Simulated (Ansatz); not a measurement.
## Electronic structure of B$_{2}$Cl$_{2}$GeH$_{4}$ in real space

```csv
atom,x (Å),y (Å),z (Å)
B,-0.9055,2.0319,-2.3159
B,0.5700,1.4778,-1.7050
Cl,-0.4669,0.9465,1.2714
Cl,1.7811,2.7197,-1.0503
Ge,-0.6760,2.7089,-0.0764
H,-1.7121,1.1753,-2.5689
H,0.2440,1.7536,-2.9669
H,-1.1358,3.1785,-2.6184
H,0.8645,0.3323,-1.5482
```

Geometry: B3LYP-D3(BJ)/def2-SVP.

Level of theory: isolated molecule in a Gaussian basis; Kohn-Sham density functional theory, functional PBE0 (Ansatz 0.2.0).

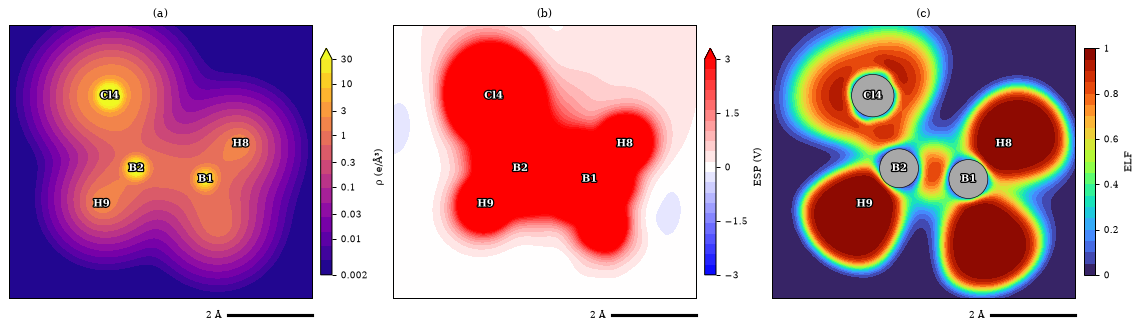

Figure 1. (a) electron density; (b) electrostatic potential; (c) electron localisation function on the plane of atoms Cl4, B2 and H9. Grey discs cover the atomic cores in the ELF map.

> Read the bonding off the picture.

The section cuts through B, Cl and H sites. B–B (1.69 Å): ρ at the midpoint is about 0.89 e/Å³; the ELF peaks at about 0.85 between the atoms; a shared electron pair. B–Cl (1.85 Å): the density is about 1.1 e/Å³ at the midpoint; the ELF peaks at about 0.90 between the atoms, as expected for a polar covalent bond. B–H (1.19 Å): ρ is about 1.3 e/Å³ halfway; the ELF climbs to about 1 towards the hydrogen, as it does in any bond to H; an ordinary covalent bond to hydrogen. The ELF also peaks beside Cl4, away from the bonds: lone-pair regions. The potential has no marked negative region in this plane.

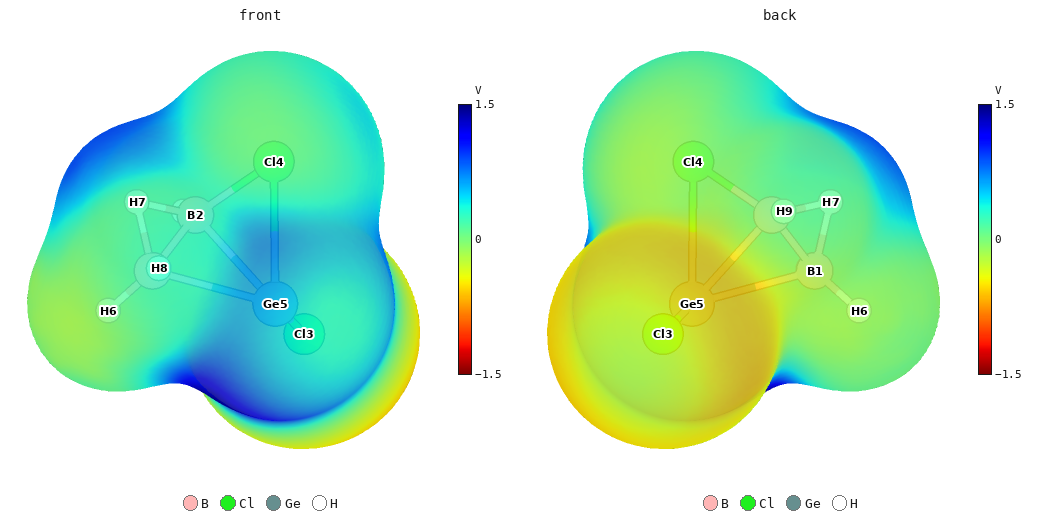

Figure 2. The molecular electrostatic potential painted on the density surface at 0.001 e/bohr³, seen from the front and from behind; the colour scale runs from red (negative) to blue (positive).

> Where is the surface potential most negative and most positive?

The most negative region (about −0.6 V) lies over Cl3, the most positive (about +1.4 V) over Ge5.

> How polar is the molecule by this calculation?

Its dipole moment is 1.81 D.

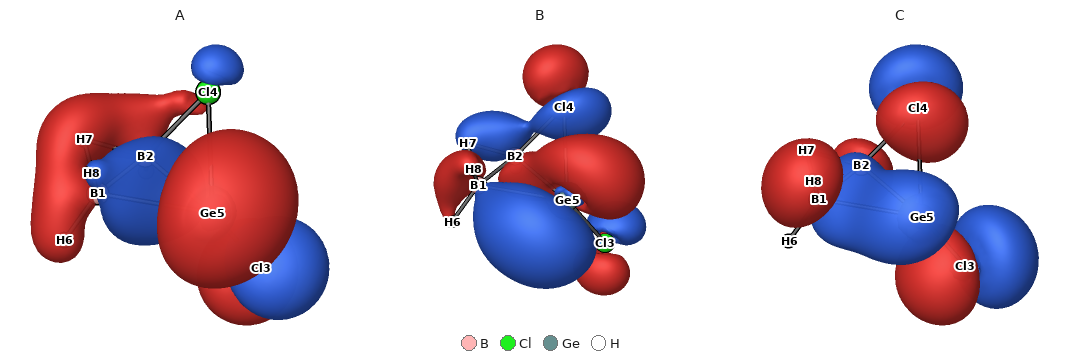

Figure 3. Three frontier orbitals at ±0.08 Å⁻³ᐟ² (red and blue are the two phases), in no order.

> Order the three orbitals by energy and name them.

C is the HOMO−1 (−8.87 eV). By Hirshfeld shares it lies mainly on Cl3 (about 35 %), Cl4 (about 25 %), Ge5 (about 15 %) and B1 (about 10 %). A is the HOMO (−7.69 eV). By Hirshfeld shares it lies mainly on Ge5 (about 40 %), Cl3 (about 25 %), B2 (about 15 %) and B1 (about 10 %). B is the LUMO (−2.72 eV). It lies mainly on Ge5 (about 55 %), Cl4 (about 15 %), B1 (about 10 %), Cl3 (about 10 %) and B2 (about 5 %).

> What is the HOMO–LUMO gap?

4.97 eV between the orbital energies.

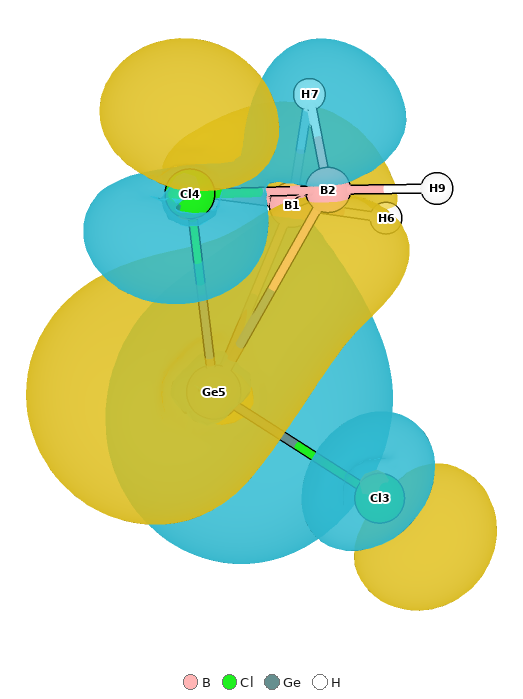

Figure 4. One frontier orbital at ±0.08 Å⁻³ᐟ² (yellow and cyan are the two phases), seen at an oblique angle.

> Which orbital is it: HOMO or LUMO?

The LUMO, at −2.72 eV. It lies mainly on Ge5 (about 55 %), Cl4 (about 15 %), B1 (about 10 %), Cl3 (about 10 %) and B2 (about 5 %).
